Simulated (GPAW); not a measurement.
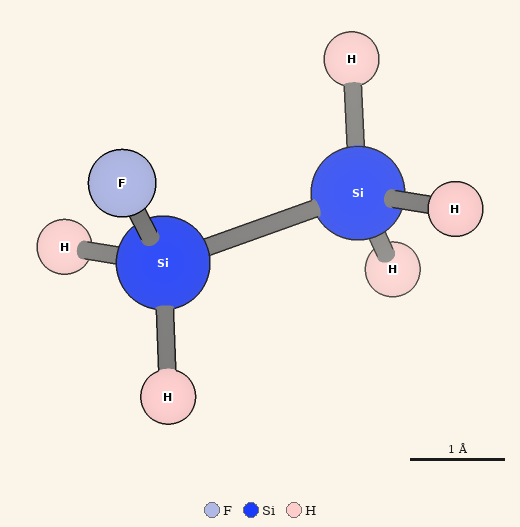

Fig. 1: The structure as given in the input (ball-and-stick view, seen at a tilt). Bond lengths as drawn: F–Si 1.61 Å, H–Si 1.49 Å and Si–Si 2.34 Å.

**Si2H5F: calculation of the molecule and its ions**

System: Si2H5F.
Method: BEEF-vdW/plane waves, scalar-relativistic datasets (GPAW 26.7.0).

The geometry comes from this level: PBE0-D4/def2-TZVP.

**The input (ipea.py)**
```python
from ase.io.zmatrix import parse_zmatrix
from gpaw import GPAW, PW

# Atomic positions
mol = parse_zmatrix("""
F
Si 1 1.606668
Si 2 2.342651 1 109.82261
H 2 1.486304 1 107.70169 3 121.3292
H 2 1.486289 4 108.92515 1 -116.53744
H 3 1.486626 2 110.73037 5 58.3317
H 3 1.488584 6 108.96665 2 118.89025
H 3 1.48667 6 109.21779 7 118.93328
""")
mol.center(vacuum=3.0)
mol.pbc = True

energies = {}
for name, charge, unpaired in [('neutral', 0, 0), ('oxidised', 1, 1)]:
    mol.set_initial_magnetic_moments([unpaired / len(mol)] * len(mol))
    dft = GPAW(mode=PW(600),
               symmetry='off',
               occupations={'name': 'fermi-dirac', 'width': 0.0, 'fixmagmom': unpaired > 0},
               charge=charge,
               xc='BEEF-vdW',
               maxiter=150,
               txt='-')
    mol.calc = dft
    energies[name] = mol.get_potential_energy()
    print(f'{name:10} {energies[name]:12.5f} eV')

ip = energies['oxidised'] - energies['neutral']
print(f'Vertical IP = {ip:.3f} eV')
```

Launch command:
```bash
python ipea.py > ipea.log
```

**Log**
```
__  _  _
 | _ |_)|_||  |
 |__||  | ||/\| - 26.7.0

units:  Angstrom and eV
cores:  1
OpenMP: False

Versions:
  Python: 3.12.14
  ASE:    3.29.0
  Numpy:  2.5.5
  Scipy:  1.18.1
  Libxc:  7.0.0

        _gpaw.cpython-312-aarch64-linux-gnu.so

Input parameters:
  mode=PW(ecut=600.0),
  charge=0.0,
  maxiter=150,
  occupations=Occupations(name='fermi-dirac', width=0.0, fixmagmom=False),
  symmetry=Symmetry(point_group=False, time_reversal=False),
  xc=XC(name='BEEF-vdW')

Diagonalizing LCAO Hamiltonian
Converting LCAO to pw mode
       .-----------------------.
      /|                       |
     / |                       |
    /  |                       |
   /   |                       |
  /    |         H             |
 *     |                       |
 |     |          Si H         |
 |     |       H H             |
 |     |   F  Si               |
 |     .-----------------------.
 |    /        H              /
 |   /                       /
 |  /                       /
 | /                       /
 |/                       /
 *-----------------------*

Atoms  # Å, Bohr magnetons
|   | symbol |        x |        y |        z |    initial magnetic moments |
|---|--------|----------|----------|----------|-----------------------------|
| 0 |      F | 3.000000 | 3.736333 | 4.214001 | ( 0.0000,  0.0000,  0.0000) |
| 1 |     Si | 4.606668 | 3.736333 | 4.214001 | ( 0.0000,  0.0000,  0.0000) |
| 2 |     Si | 5.401082 | 5.940175 | 4.214001 | ( 0.0000,  0.0000,  0.0000) |
| 3 |      H | 5.058595 | 3.000114 | 5.423481 | ( 0.0000,  0.0000,  0.0000) |
| 4 |      H | 5.058505 | 3.000000 | 3.004575 | ( 0.0000,  0.0000,  0.0000) |
| 5 |      H | 4.941936 | 6.665049 | 3.000000 | ( 0.0000,  0.0000,  0.0000) |
| 6 |      H | 6.889060 | 5.897933 | 4.218477 | ( 0.0000,  0.0000,  0.0000) |
| 7 |      H | 4.934656 | 6.667395 | 5.423872 | ( 0.0000,  0.0000,  0.0000) |

Unit cell  # Å
| periodic |        x |        y |        z |  lengths |    angles |
|----------|----------|----------|----------|----------|-----------|
|      yes | 9.889060 | 0.000000 | 0.000000 | 9.889060 | 90.000000 |
|      yes | 0.000000 | 9.667395 | 0.000000 | 9.667395 | 90.000000 |
|      yes | 0.000000 | 0.000000 | 8.423872 | 8.423872 | 90.000000 |

Number of symmetries: 1
Symmetry operations  # r_c * U_cc + t_c -> r_c
|   | kind |            matrix            |
|---|------|------------------------------|
| 0 |  E   |  1, 0, 0,  0, 1, 0,  0, 0, 1 |

BZ-sampling:
  Number of BZ points: 1
  Number of IBZ points: 1

  Monkhorst-Pack size: [1, 1, 1]
  Monkhorst-Pack shift: [0, 0, 0]

K-points  # in reciprocal-cell coordinates
|   |                                coordinates |     weight |
|---|--------------------------------------------|------------|
| 0 | (  0.00000000,   0.00000000,   0.00000000) | 1.00000000 |

Plane wave coefficients: 13437
Cutoff: 600.0 eV

Spin-components: 1 (collinear spins)
Bands:           16
Projectors:      30
Spin-degeneracy: 2
Datatype:        float64

  Storage: CPU
  Wave functions: 3_439_872 bytes (3_439_872 per core)
  Projectors: 6_449_760 bytes (6_449_760 per core)

Parallelization:
  kpt:    1
  domain: 1
  band:   1

Density:
  Valence electrons: 20.0
  Components: 1
  Grid points: [56 56 48]
  Charge: 0.0  # |e|

Potential:
  Grid points: [56 56 48]

species:
  F:
    name:    Fluorine
    Z:       9.0
    valence: 7
    core:    2
    charge:  0.0  # [|e|]
    file:    F.PBE.gz
    compensation charges:
      type: gauss
      rc: 0.20  # [Å]
      lmax: 2
    cutoffs:
      filter: 1.14  # [Å]
      core: 0.74  # [Å]
    projectors
    | kind |    occ | energy [eV] | rcut [Å] |
    |------|--------|-------------|----------|
    |   2s |  2.000 |     -29.898 |    0.635 |
    |   2p |  5.000 |     -11.110 |    0.635 |
    |    s |        |      -2.687 |    0.635 |
    |    p |        |      16.102 |    0.635 |
    |    d |        |       0.000 |    0.635 |

    Using partial waves for F as LCAO basis

  Si:
    name:    Silicon
    Z:       14.0
    valence: 4
    core:    10
    charge:  0.0  # [|e|]
    file:    Si.PBE.gz
    compensation charges:
      type: gauss
      rc: 0.33  # [Å]
      lmax: 2
    cutoffs:
      filter: 1.86  # [Å]
      core: 2.06  # [Å]
    projectors
    | kind |    occ | energy [eV] | rcut [Å] |
    |------|--------|-------------|----------|
    |   3s |  2.000 |     -10.812 |    1.058 |
    |   3p |  2.000 |      -4.081 |    1.058 |
    |    s |        |      16.399 |    1.058 |
    |    p |        |      23.130 |    1.058 |
    |    d |        |       0.000 |    1.058 |

    Using partial waves for Si as LCAO basis

  H:
    name:    Hydrogen
    Z:       1.0
    valence: 1
    core:    0
    charge:  0.0  # [|e|]
    file:    H.PBE.gz
    compensation charges:
      type: gauss
      rc: 0.15  # [Å]
      lmax: 2
    cutoffs:
      filter: 0.85  # [Å]
      core: 0.53  # [Å]
    projectors
    | kind |    occ | energy [eV] | rcut [Å] |
    |------|--------|-------------|----------|
    |   1s |  1.000 |      -6.494 |    0.476 |
    |    s |        |      20.717 |    0.476 |
    |    p |        |       0.000 |    0.476 |

    Using partial waves for H as LCAO basis

Reference energy: -18549.220097  # eV

eigensolver:
  PPCG
  Converge bands: occupied
  niter=2

density mixing:
  MSR1-Mixer
  Pratt-step length: 0.05
  Maximum mixing coefficient: 0.75
  Old densities: 10
  SVD Regularization: 0.005
  Good broyden scale: 1.0
  Trust region scale: 1.0
  Backstep threshold: 4.0
  History deletion threshold: 6.0
  Fourier metric: weight=20.0, sigma=0.015

occupation numbers:
  # Zero width

poisson solver:
  ecut: 4800.0  # eV

xc functional:
  name: BEEF-vdW with 2 nearest neighbor stencil

Initialization done in: 7.065 s

convergence criteria:
- Maximum [total energy] change in last 3 cyles: 0.0005 eV / valence electron
- Maximum integral of absolute [dens]ity change: 0.0001 electrons / valence electron
- Maximum integral of absolute [eigenst]ate change: 4e-08 eV^2 / valence electron
maximum number of iterations: 150

SCF iterations
|iter     |     time |      energy | eigst |  dens |
|---------|----------|-------------|-------|-------|
|iter:   1| 00:00:07 | -104.788397 | +0.35 |       |
|iter:   2| 00:00:11 | -104.467730 | -1.65 | -0.62 |
|iter:   3| 00:00:15 | -102.535130 | -0.44 | -0.65 |
|iter:   4| 00:00:20 | -102.518664 | -1.89 | -1.23 |
|iter:   5| 00:00:24 | -102.516770 | -2.14 | -1.79 |
|iter:   6| 00:00:28 | -102.520539c| -3.64 | -2.06 |
|iter:   7| 00:00:32 | -102.520603c| -4.88 | -2.78 |
|iter:   8| 00:00:36 | -102.520616c| -6.01 | -3.39 |
|iter:   9| 00:00:40 | -102.520617c| -7.17 | -3.92 |
|iter:  10| 00:00:45 | -102.520617c| -8.31c| -4.56c|

Converged in 10 steps
SCF loop duration: 37.646 s (3.765 s/step)
Energy contributions relative to reference atoms: (reference = -18549.220097)

Energy contributions:
  Kinetic:          47.804912
  Coulomb:         -48.646292
  Zero:              0.191515
  External:          0.000000
  Xc:             -101.870752
  Entropy:           0.000000
  Spinorbit:         0.000000
  ----------------------------
  Free energy:    -102.520617
  Extrapolated:   -102.520617

dipole moment: (0.256291, 0.044420, -0.000029)  # |e|*Ang

Fermi level: -4.004
Eigenvalues  # (at kpt = [0.000, 0.000, 0.000])
| band index |      eig [eV] | occ [0-2] |
|------------|---------------|-----------|
|          0 |       -29.429 |     2.000 |
|        ... |               |           |
|          2 |       -12.523 |     2.000 |
|          3 |       -10.559 |     2.000 |
|          4 |       -10.319 |     2.000 |
|          5 |       -10.048 |     2.000 |
|          6 |        -8.465 |     2.000 |
|          7 |        -8.367 |     2.000 |
|          8 |        -7.879 |     2.000 |
|          9 |        -6.849 |     2.000 |
|         10 |        -1.159 |     0.000 |
|         11 |        -0.683 |     0.000 |
|         12 |        -0.304 |     0.000 |
|         13 |         0.064 |     0.000 |
|         14 |         0.169 |     0.000 |
|         15 |         0.440 |     0.000 |

Gap: 5.689 eV
Transition (v -> c):
  (s=0, k=0, n=9, [0.00, 0.00, 0.00]) -> (s=0, k=0, n=10, [0.00, 0.00, 0.00])
No difference between direct/indirect transitions
neutral      -102.52062 eV
  __  _  _
 | _ |_)|_||  |
 |__||  | ||/\| - 26.7.0

units:  Angstrom and eV
cores:  1
OpenMP: False

Versions:
  Python: 3.12.14
  ASE:    3.29.0
  Numpy:  2.5.5
  Scipy:  1.18.1
  Libxc:  7.0.0

        _gpaw.cpython-312-aarch64-linux-gnu.so

Input parameters:
  mode=PW(ecut=600.0),
  charge=1,
  maxiter=150,
  occupations=Occupations(name='fermi-dirac', width=0.0, fixmagmom=True),
  symmetry=Symmetry(point_group=False, time_reversal=False),
  xc=XC(name='BEEF-vdW')

Diagonalizing LCAO Hamiltonian
Converting LCAO to pw mode
       .-----------------------.
      /|                       |
     / |                       |
    /  |                       |
   /   |                       |
  /    |         H             |
 *     |                       |
 |     |          Si H         |
 |     |       H H             |
 |     |   F  Si               |
 |     .-----------------------.
 |    /        H              /
 |   /                       /
 |  /                       /
 | /                       /
 |/                       /
 *-----------------------*

Atoms  # Å, Bohr magnetons
|   | symbol |        x |        y |        z |    initial magnetic moments |
|---|--------|----------|----------|----------|-----------------------------|
| 0 |      F | 3.000000 | 3.736333 | 4.214001 | ( 0.0000,  0.0000,  0.1250) |
| 1 |     Si | 4.606668 | 3.736333 | 4.214001 | ( 0.0000,  0.0000,  0.1250) |
| 2 |     Si | 5.401082 | 5.940175 | 4.214001 | ( 0.0000,  0.0000,  0.1250) |
| 3 |      H | 5.058595 | 3.000114 | 5.423481 | ( 0.0000,  0.0000,  0.1250) |
| 4 |      H | 5.058505 | 3.000000 | 3.004575 | ( 0.0000,  0.0000,  0.1250) |
| 5 |      H | 4.941936 | 6.665049 | 3.000000 | ( 0.0000,  0.0000,  0.1250) |
| 6 |      H | 6.889060 | 5.897933 | 4.218477 | ( 0.0000,  0.0000,  0.1250) |
| 7 |      H | 4.934656 | 6.667395 | 5.423872 | ( 0.0000,  0.0000,  0.1250) |

Unit cell  # Å
| periodic |        x |        y |        z |  lengths |    angles |
|----------|----------|----------|----------|----------|-----------|
|      yes | 9.889060 | 0.000000 | 0.000000 | 9.889060 | 90.000000 |
|      yes | 0.000000 | 9.667395 | 0.000000 | 9.667395 | 90.000000 |
|      yes | 0.000000 | 0.000000 | 8.423872 | 8.423872 | 90.000000 |

Number of symmetries: 1
Symmetry operations  # r_c * U_cc + t_c -> r_c
|   | kind |            matrix            |
|---|------|------------------------------|
| 0 |  E   |  1, 0, 0,  0, 1, 0,  0, 0, 1 |

BZ-sampling:
  Number of BZ points: 1
  Number of IBZ points: 1

  Monkhorst-Pack size: [1, 1, 1]
  Monkhorst-Pack shift: [0, 0, 0]

K-points  # in reciprocal-cell coordinates
|   |                                coordinates |     weight |
|---|--------------------------------------------|------------|
| 0 | (  0.00000000,   0.00000000,   0.00000000) | 1.00000000 |

Plane wave coefficients: 13437
Cutoff: 600.0 eV

Spin-components: 2 (collinear spins)
Bands:           16
Projectors:      30
Spin-degeneracy: 1
Datatype:        float64

  Storage: CPU
  Wave functions: 6_879_744 bytes (6_879_744 per core)
  Projectors: 6_449_760 bytes (6_449_760 per core)

Parallelization:
  kpt:    1
  domain: 1
  band:   1

Density:
  Valence electrons: 20.0
  Components: 2
  Grid points: [56 56 48]
  Charge: 1.0  # |e|

Potential:
  Grid points: [56 56 48]

species:
  F:
    name:    Fluorine
    Z:       9.0
    valence: 7
    core:    2
    charge:  0.0  # [|e|]
    file:    F.PBE.gz
    compensation charges:
      type: gauss
      rc: 0.20  # [Å]
      lmax: 2
    cutoffs:
      filter: 1.14  # [Å]
      core: 0.74  # [Å]
    projectors
    | kind |    occ | energy [eV] | rcut [Å] |
    |------|--------|-------------|----------|
    |   2s |  2.000 |     -29.898 |    0.635 |
    |   2p |  5.000 |     -11.110 |    0.635 |
    |    s |        |      -2.687 |    0.635 |
    |    p |        |      16.102 |    0.635 |
    |    d |        |       0.000 |    0.635 |

    Using partial waves for F as LCAO basis

  Si:
    name:    Silicon
    Z:       14.0
    valence: 4
    core:    10
    charge:  0.0  # [|e|]
    file:    Si.PBE.gz
    compensation charges:
      type: gauss
      rc: 0.33  # [Å]
      lmax: 2
    cutoffs:
      filter: 1.86  # [Å]
      core: 2.06  # [Å]
    projectors
    | kind |    occ | energy [eV] | rcut [Å] |
    |------|--------|-------------|----------|
    |   3s |  2.000 |     -10.812 |    1.058 |
    |   3p |  2.000 |      -4.081 |    1.058 |
    |    s |        |      16.399 |    1.058 |
    |    p |        |      23.130 |    1.058 |
    |    d |        |       0.000 |    1.058 |

    Using partial waves for Si as LCAO basis

  H:
    name:    Hydrogen
    Z:       1.0
    valence: 1
    core:    0
    charge:  0.0  # [|e|]
    file:    H.PBE.gz
    compensation charges:
      type: gauss
      rc: 0.15  # [Å]
      lmax: 2
    cutoffs:
      filter: 0.85  # [Å]
      core: 0.53  # [Å]
    projectors
    | kind |    occ | energy [eV] | rcut [Å] |
    |------|--------|-------------|----------|
    |   1s |  1.000 |      -6.494 |    0.476 |
    |    s |        |      20.717 |    0.476 |
    |    p |        |       0.000 |    0.476 |

    Using partial waves for H as LCAO basis

Reference energy: -18549.220097  # eV

eigensolver:
  PPCG
  Converge bands: occupied
  niter=2

density mixing:
  MSR1-Mixer
  Pratt-step length: 0.05
  Maximum mixing coefficient: 0.75
  Old densities: 10
  SVD Regularization: 0.005
  Good broyden scale: 1.0
  Trust region scale: 1.0
  Backstep threshold: 4.0
  History deletion threshold: 6.0
  Fourier metric: weight=20.0, sigma=0.015

occupation numbers:
  Fixed magnetic moment: 1.000
  # Zero width

poisson solver:
  ecut: 4800.0  # eV
  uniform background charge: 1.0  # electrons

xc functional:
  name: BEEF-vdW with 2 nearest neighbor stencil

Initialization done in: 7.631 s

convergence criteria:
- Maximum [total energy] change in last 3 cyles: 0.0005 eV / valence electron
- Maximum integral of absolute [dens]ity change: 0.0001 electrons / valence electron
- Maximum integral of absolute [eigenst]ate change: 4e-08 eV^2 / valence electron
maximum number of iterations: 150

SCF iterations
|iter     |     time |      energy | eigst |  dens |  magmom |
|---------|----------|-------------|-------|-------|---------|
|iter:   1| 00:00:53 |  -98.025038 | +0.53 |       |  +0.9974|
|iter:   2| 00:00:58 |  -97.447358 | -1.42 | -0.49 |  +0.9976|
|iter:   3| 00:01:04 |  -94.662523 | -0.23 | -0.53 |  +0.9991|
|iter:   4| 00:01:09 |  -94.633540 | -1.34 | -1.05 |  +0.9996|
|iter:   5| 00:01:15 |  -94.579351 | -1.57 | -1.38 |  +0.9998|
|iter:   6| 00:01:20 |  -94.587372 | -3.52 | -1.78 |  +0.9999|
|iter:   7| 00:01:26 |  -94.589451 | -4.25 | -2.16 |  +1.0000|
|iter:   8| 00:01:31 |  -94.589633c| -5.09 | -2.73 |  +1.0000|
|iter:   9| 00:01:36 |  -94.589649c| -6.07 | -3.26 |  +1.0000|
|iter:  10| 00:01:42 |  -94.589653c| -6.69 | -3.63 |  +1.0000|
|iter:  11| 00:01:47 |  -94.589653c| -7.84c| -4.32c|  +1.0000|

Converged in 11 steps
SCF loop duration: 55.093 s (5.008 s/step)
Energy contributions relative to reference atoms: (reference = -18549.220097)

Energy contributions:
  Kinetic:          37.656579
  Coulomb:         -39.745479
  Zero:              0.205610
  External:          0.000000
  Xc:              -92.706363
  Entropy:           0.000000
  Spinorbit:         0.000000
  ----------------------------
  Free energy:     -94.589653
  Extrapolated:    -94.589653

dipole moment: (5.244158, 4.816537, 4.214024)  # |e|*Ang

Total magnetic moment: (0.000000, 0.000000, 1.000000)

Local magnetic moments
|        x |        y |        z |
|----------|----------|----------|
| 0.000000 | 0.000000 | 0.080277 |  # F    0
| 0.000000 | 0.000000 | 0.149048 |  # Si   1
| 0.000000 | 0.000000 | 0.169437 |  # Si   2
| 0.000000 | 0.000000 | 0.028523 |  # H    3
| 0.000000 | 0.000000 | 0.028531 |  # H    4
| 0.000000 | 0.000000 | 0.011362 |  # H    5
| 0.000000 | 0.000000 | 0.013074 |  # H    6
| 0.000000 | 0.000000 | 0.011380 |  # H    7

Fermi levels: -6.138, -9.436
Eigenvalues  # (at kpt = [0.000, 0.000, 0.000])
| band index |      eig [eV] | occ [0-1] |      eig [eV] | occ [0-1] |
|------------|---------------|-----------|---------------|-----------|
|          0 |       -31.683 |     1.000 |       -31.513 |     1.000 |
|        ... |               |           |               |           |
|          2 |       -14.821 |     1.000 |       -14.605 |     1.000 |
|          3 |       -12.889 |     1.000 |       -12.642 |     1.000 |
|          4 |       -12.430 |     1.000 |       -12.328 |     1.000 |
|          5 |       -12.430 |     1.000 |       -12.057 |     1.000 |
|          6 |       -10.630 |     1.000 |       -10.455 |     1.000 |
|          7 |       -10.463 |     1.000 |       -10.304 |     1.000 |
|          8 |       -10.124 |     1.000 |        -9.922 |     1.000 |
|          9 |       -10.101 |     1.000 |        -8.951 |     0.000 |
|         10 |        -3.326 |     0.000 |        -2.980 |     0.000 |
|         11 |        -2.647 |     0.000 |        -2.175 |     0.000 |
|         12 |        -1.798 |     0.000 |        -1.459 |     0.000 |
|         13 |        -1.468 |     0.000 |        -1.301 |     0.000 |
|         14 |        -0.884 |     0.000 |        -0.771 |     0.000 |
|         15 |        -0.236 |     0.000 |        -0.009 |     0.000 |

Gap: 5.624 eV
Transition (v -> c):
  (s=1, k=0, n=9, [0.00, 0.00, 0.00]) -> (s=0, k=0, n=10, [0.00, 0.00, 0.00])
No difference between direct/indirect transitions
oxidised      -94.58965 eV
Vertical IP = 7.931 eV
```

**Key numbers**

- outcome: converged
- ionisation energy: 7.93 eV
- hardware: 1 thread of Arm Neoverse V1, 24 GiB of memory available, shared host
- wall time: 1.8 min
- peak memory: 1.4 GiB
